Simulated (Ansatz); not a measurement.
**Nudged elastic band of GaH3O**

GaH3O, computed with RKS PBE0/def2-SVP (Ansatz 0.2.0).

One setting was made poor on purpose. It belongs to a series of runs on one base structure; here: band between the two ends. Figures and captions count atoms from 1; the log counts them from 0 in places.

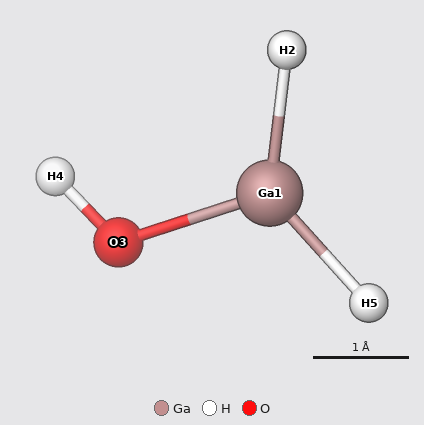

Fig. 1: The input geometry (ball-and-stick view, seen at a tilt; atoms are numbered from 1 in the order of the input). Sticks mark near contacts.

**Key numbers**

- outcome: converged
- barrier, forward: 2.573 eV
- barrier, backward: 1.583 eV
- hardware: 1 thread of Arm Neoverse V2, 24 GiB of memory available, shared host
- wall time: 1.8 min
- peak memory: 0.12 GiB

**Notes**

A deliberately poor setting: loose force. The order of the saddle point was not checked.

**Input file**
```yaml
crystal:
  periodic: [false, false, false]
  atoms:
    - { symbol: Ga, position_ang: [0.25592, -0.073812, 0.320811] }
    - { symbol: H, position_ang: [0.23064, -0.024644, 1.887639] }
    - { symbol: O, position_ang: [1.810958, -0.43014, -0.481892] }
    - { symbol: H, position_ang: [2.555214, -0.573821, 0.111491] }
    - { symbol: H, position_ang: [-0.918031, 0.150517, -0.679548] }
basis:
  gaussian: { orbitals: def2-SVP }
hamiltonian:
  xc: pbe0
neb:
  order_check: false
  images: 9
  f_tol: 0.2
  max_iterations: 60
  final_atoms:
    - { symbol: Ga, position_ang: [-0.80729844, 0.303471, 0.26958449] }
    - { symbol: H, position_ang: [1.76002884, -0.37104071, 1.52535099] }
    - { symbol: O, position_ang: [1.43831941, -0.10069434, 0.65770817] }
    - { symbol: H, position_ang: [1.88345506, -0.65169984, 0.00321072] }
    - { symbol: H, position_ang: [-0.33980387, -0.13193611, -1.29735338] }
  initial_path:
    images:
      - { positions_ang: [[0.25592, -0.073812, 0.320811], [0.23064, -0.024644, 1.887639], [1.810958, -0.43014, -0.481892], [2.555214, -0.573821, 0.111491], [-0.918031, 0.150517, -0.679548]] }
      - { positions_ang: [[0.20501172, -0.05767347, 0.256865], [0.39198481, -0.04754377, 1.79586565], [1.83875954, -0.34122003, -0.30459116], [2.50051355, -0.63965737, 0.11786415], [-1.00156862, 0.13419463, -0.70750264]] }
      - { positions_ang: [[0.15410344, -0.04153495, 0.192919], [0.55332963, -0.07044354, 1.7040923], [1.86656109, -0.25230005, -0.12729033], [2.4458131, -0.70549373, 0.12423731], [-1.08510625, 0.11787227, -0.73545729]] }
      - { positions_ang: [[0.10319516, -0.02539642, 0.12897301], [0.71467444, -0.09334331, 1.61231895], [1.89436263, -0.16338008, 0.05001051], [2.39111265, -0.7713301, 0.13061046], [-1.16864387, 0.1015499, -0.76341193]] }
      - { positions_ang: [[0.05228688, -0.0092579, 0.06502701], [0.87601925, -0.11624307, 1.5205456], [1.92216417, -0.0744601, 0.22731135], [2.33641219, -0.83716646, 0.13698361], [-1.2521815, 0.08522754, -0.79136657]] }
      - { positions_ang: [[0.0013786, 0.00688063, 0.00108101], [1.03736407, -0.13914284, 1.42877225], [1.94996571, 0.01445987, 0.40461219], [2.28171174, -0.90300283, 0.14335677], [-1.33571912, 0.06890517, -0.81932121]] }
      - { positions_ang: [[-0.16035681, 0.0661987, 0.05478171], [1.18189702, -0.18552242, 1.448088], [1.84763645, -0.00857097, 0.45523138], [2.20206041, -0.85274223, 0.11532756], [-1.13653607, 0.02873692, -0.91492765]] }
      - { positions_ang: [[-0.32209222, 0.12551678, 0.1084824], [1.32642998, -0.23190199, 1.46740375], [1.74530719, -0.03160181, 0.50585058], [2.12240907, -0.80248164, 0.08729835], [-0.93735302, -0.01143134, -1.01053408]] }
      - { positions_ang: [[-0.48382763, 0.18483485, 0.1621831], [1.47096293, -0.27828156, 1.4867195], [1.64297793, -0.05463265, 0.55646978], [2.04275773, -0.75222104, 0.05926914], [-0.73816997, -0.0515996, -1.10614051]] }
      - { positions_ang: [[-0.64556303, 0.24415293, 0.2158838], [1.61549589, -0.32466113, 1.50603525], [1.54064867, -0.0776635, 0.60708897], [1.96310639, -0.70196044, 0.03123993], [-0.53898692, -0.09176785, -1.20174694]] }
      - { positions_ang: [[-0.80729844, 0.303471, 0.26958449], [1.76002884, -0.37104071, 1.52535099], [1.43831941, -0.10069434, 0.65770817], [1.88345506, -0.65169984, 0.00321072], [-0.33980387, -0.13193611, -1.29735338]] }
```

Run as:
```bash
ansatz run input.yaml --threads 1 --pin off --max-ram 2048MiB --backend cpu --events-out ev --progress --plain --runs-dir out
```

**Log**
```
Engine: ansatz 0.2.0, aarch64-unknown-linux-gnu
Functional definition: PBE0
  parameter a = 0.25
  parameter kappa = 0.804
  parameter beta = 0.06672455060314922
  exchange = (1 - a)*pbe_x(kappa = kappa, mu = beta*pi^2/3) + a*exact_x
  correlation = pbe_c(beta = beta)
644 factors; integrals over basis functions are off by at most 2.4e-4 eV
mean field evaluation 1: about -54451.7180 eV, gradient 5.3e1 eV
mean field evaluation 2: about -54424.0365 eV, gradient 1.2e2 eV
mean field evaluation 4: about -54456.5990 eV, gradient 5.7e0 eV
mean field evaluation 8: about -54456.6324 eV, gradient 1.4e-2 eV
mean field -54456.63240771 eV, -2001.2443289523 hartree, gradient 2.4e-5 eV, S^2 0.000000; 0 other end points of the search recorded, 0 dependent functions left out
the calculation of the forces begins
reference -54456.63243361 eV, -2001.2443299040 hartree; 21, 21 occupied and 40, 40 virtual orbitals, 644 factors
647 factors; integrals over basis functions are off by at most 9.2e-4 eV
mean field evaluation 16: about -54449.1171 eV, gradient 6.1e1 eV
mean field -54455.64310061 eV, -2001.2079725868 hartree, gradient 1.1e-5 eV, S^2 0.000000; 0 other end points of the search recorded, 0 dependent functions left out
[... from here on the field's lines of each further geometry are left out, up to the last ...]
NEB iter   1: max|band force component| = 1.361e1 eV/Å  barrier→ = 3.5836 eV  barrier← = 2.5943 eV  Δτ_max = 0.1956 Å  (265 SCF iters)
NEB iter   2: max|band force component| = 3.180e0 eV/Å  barrier→ = 2.8639 eV  barrier← = 1.8746 eV  Δτ_max = 0.1963 Å  (258 SCF iters)
NEB iter   3: max|band force component| = 1.441e0 eV/Å  barrier→ = 2.6456 eV  barrier← = 1.6563 eV  Δτ_max = 0.1771 Å  (242 SCF iters)
NEB iter   4: max|band force component| = 5.458e-1 eV/Å  barrier→ = 2.5889 eV  barrier← = 1.5996 eV  Δτ_max = 0.0447 Å  (240 SCF iters)
NEB iter   5: max|band force component| = 3.884e-1 eV/Å  barrier→ = 2.5832 eV  barrier← = 1.5939 eV  CI = image 5  Δτ_max = 0.0756 Å  (223 SCF iters)
NEB iter   6: max|band force component| = 2.835e-1 eV/Å  barrier→ = 2.5897 eV  barrier← = 1.6004 eV  CI = image 5  Δτ_max = 0.0971 Å  (227 SCF iters)
NEB iter   7: max|band force component| = 3.159e-1 eV/Å  barrier→ = 2.5795 eV  barrier← = 1.5902 eV  CI = image 5  Δτ_max = 0.0490 Å  (229 SCF iters)
NEB iter   8: max|band force component| = 2.373e-1 eV/Å  barrier→ = 2.5742 eV  barrier← = 1.5849 eV  CI = image 5  Δτ_max = 0.0968 Å  (224 SCF iters)
the calculation of the forces begins
reference -54455.62412804 eV, -2001.2072753577 hartree; 21, 21 occupied and 40, 40 virtual orbitals, 646 factors
644 factors; integrals over basis functions are off by at most 1.2e-3 eV
mean field -54454.05974619 eV, -2001.1497853852 hartree, gradient 6.2e-5 eV, S^2 0.000000; 1 other end points of the search recorded, 0 dependent functions left out
the calculation of the forces begins
reference -54454.05977138 eV, -2001.1497863108 hartree; 21, 21 occupied and 40, 40 virtual orbitals, 644 factors
NEB iter   9: max|band force component| = 1.585e-1 eV/Å  barrier→ = 2.5727 eV  barrier← = 1.5834 eV  CI = image 5  Δτ_max = 0.0000 Å  (442 SCF iters)
```

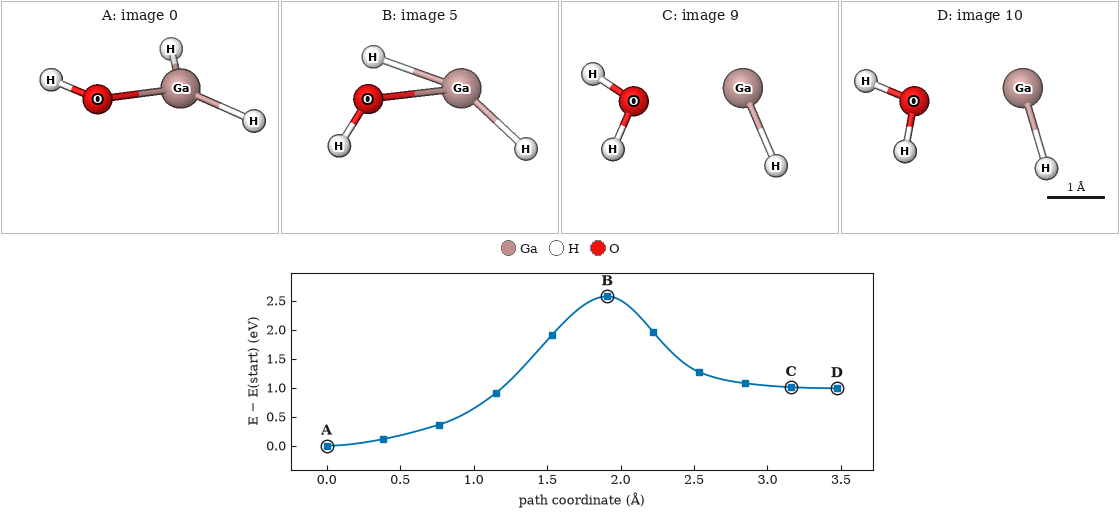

Fig. 2: Images of the last band (counted from 0; ball-and-stick, seen at a tilt) above the energy along the path; the line is a cubic interpolation that uses the forces. The highest image is number 5, 2.573 eV above the start and 1.583 eV above the end (the climbing image); the end lies 0.989 eV above the start. The path is 3.47 Å long. The band converged in 9 iterations.

```
Total energy: -54454.05977138 eV, -2001.1497863108 hartree
Atom 0 at    -0.186420     0.128974     0.416777 Å, force     0.023406     0.004789     0.022246 eV/Å
Atom 1 at     1.026268    -0.117658     1.498651 Å, force     0.011071     0.005173     0.011402 eV/Å
Atom 2 at     1.785469    -0.079212     0.304952 Å, force    -0.056455    -0.006461    -0.003228 eV/Å
Atom 3 at     2.242916    -0.842764    -0.083019 Å, force     0.037843    -0.006674    -0.002730 eV/Å
Atom 4 at    -0.933532    -0.041240    -0.978859 Å, force    -0.015865     0.003173    -0.027690 eV/Å
Dipole moment:    -0.033208    -0.263686    -0.111552 e Å
this run last wrote the band of iteration 9 to [file]
```

**The last band as extended XYZ (Å, eV, eV/Å)**
```
5
Properties=species:S:1:pos:R:3:forces:R:3 image=0 energy=-54456.63241
Ga    0.2559   -0.0738    0.3208    0.0000   0.0004   0.0026
H     0.2306   -0.0246    1.8876    0.0001  -0.0001   0.0028
O     1.8110   -0.4301   -0.4819    0.0146  -0.0035   0.0013
H     2.5552   -0.5738    0.1115   -0.0157   0.0034  -0.0054
H    -0.9180    0.1505   -0.6795    0.0009  -0.0002  -0.0012
5
Properties=species:S:1:pos:R:3:forces:R:3 image=1 energy=-54456.51967
Ga    0.2530   -0.0211    0.3505    0.0565  -0.1376   0.0030
H     0.2141    0.0062    1.9172   -0.1047  -0.0117   0.0068
O     1.8642   -0.1921   -0.3990   -0.1132  -0.1446  -0.3635
H     2.4999   -0.7899   -0.0018    0.1614   0.1363   0.2522
H    -0.8965    0.0450   -0.7084    0.0000   0.1576   0.1015
5
Properties=species:S:1:pos:R:3:forces:R:3 image=2 energy=-54456.26977
Ga    0.2150   -0.0214    0.3532    0.2542  -0.0388   0.0038
H     0.3127    0.0299    1.9055   -0.6056   0.0383   0.2457
O     1.9242   -0.0508   -0.1707    0.1254  -0.0663  -0.5323
H     2.3748   -0.8979   -0.1614    0.1707  -0.0001   0.0132
H    -0.8919   -0.0118   -0.7681    0.0554   0.0669   0.2696
5
Properties=species:S:1:pos:R:3:forces:R:3 image=3 energy=-54455.72545
Ga    0.1122    0.0171    0.3451    0.7105  -0.2625  -0.0979
H     0.5432    0.0119    1.8282   -1.4223   0.3360   0.8368
O     1.8837   -0.0770    0.0712    0.4620  -0.1148  -0.7325
H     2.3107   -0.8796   -0.2266    0.1704  -0.0283  -0.4646
H    -0.9151   -0.0243   -0.8594    0.0794   0.0695   0.4581
5
Properties=species:S:1:pos:R:3:forces:R:3 image=4 energy=-54454.73287
Ga   -0.0225    0.0828    0.3687    1.1525  -0.4032  -0.3214
H     0.7983   -0.0557    1.6817   -1.6374   0.4372   1.3589
O     1.8189   -0.0896    0.1887    0.2659  -0.0269  -0.8498
H     2.2720   -0.8593   -0.1536    0.2514  -0.1149  -0.6268
H    -0.9321   -0.0301   -0.9270   -0.0324   0.1078   0.4391
5
Properties=species:S:1:pos:R:3:forces:R:3 image=5 energy=-54454.05975
Ga   -0.1864    0.1290    0.4168    0.0234   0.0048   0.0222
H     1.0263   -0.1177    1.4987    0.0111   0.0052   0.0114
O     1.7855   -0.0792    0.3050   -0.0565  -0.0065  -0.0032
H     2.2429   -0.8428   -0.0830    0.0378  -0.0067  -0.0027
H    -0.9335   -0.0412   -0.9789   -0.0159   0.0032  -0.0277
5
Properties=species:S:1:pos:R:3:forces:R:3 image=6 energy=-54454.67511
Ga   -0.3366    0.1475    0.4266   -1.4346   0.3492   0.3041
H     1.1883   -0.1865    1.3669    1.9929  -0.3997  -1.4208
O     1.7505   -0.0647    0.4241   -0.3435   0.0597   0.9265
H     2.2266   -0.8126    0.0052   -0.3113   0.0539   0.7052
H    -0.8941   -0.0357   -1.0644    0.0965  -0.0631  -0.5151
5
Properties=species:S:1:pos:R:3:forces:R:3 image=7 energy=-54455.36437
Ga   -0.5380    0.1701    0.4192   -0.7041   0.1478   0.1303
H     1.3580   -0.2595    1.3521    0.7739  -0.1812  -0.1148
O     1.7269   -0.0364    0.4709   -0.0673   0.0748   0.0314
H     2.2035   -0.7963    0.1029   -0.1254  -0.0196   0.2299
H    -0.8157   -0.0299   -1.1867    0.1229  -0.0218  -0.2769
5
Properties=species:S:1:pos:R:3:forces:R:3 image=8 energy=-54455.55691
Ga   -0.6923    0.2064    0.3655   -0.1660   0.0530   0.0400
H     1.5394   -0.2832    1.4483    0.2314  -0.0185   0.0809
O     1.6361   -0.0609    0.5139   -0.1028  -0.0352  -0.0073
H     2.1482   -0.7772    0.1141   -0.0542   0.0241  -0.0233
H    -0.6967   -0.0370   -1.2833    0.0916  -0.0234  -0.0903
5
Properties=species:S:1:pos:R:3:forces:R:3 image=9 energy=-54455.62411
Ga   -0.7691    0.2567    0.3138   -0.0319   0.0223  -0.0050
H     1.6829   -0.2977    1.5119    0.0693  -0.0109   0.0079
O     1.5151   -0.1045    0.5825   -0.0500  -0.0136   0.0179
H     2.0330   -0.7379    0.0696   -0.0410   0.0235  -0.0247
H    -0.5272   -0.0685   -1.3193    0.0537  -0.0214   0.0038
5
Properties=species:S:1:pos:R:3:forces:R:3 image=10 energy=-54455.64310
Ga   -0.8073    0.3035    0.2696    0.0031  -0.0003  -0.0027
H     1.7600   -0.3710    1.5254    0.0000   0.0033  -0.0091
O     1.4383   -0.1007    0.6577    0.0064  -0.0098   0.0089
H     1.8835   -0.6517    0.0032   -0.0103   0.0077   0.0027
H    -0.3398   -0.1319   -1.2974    0.0008  -0.0010   0.0002
```
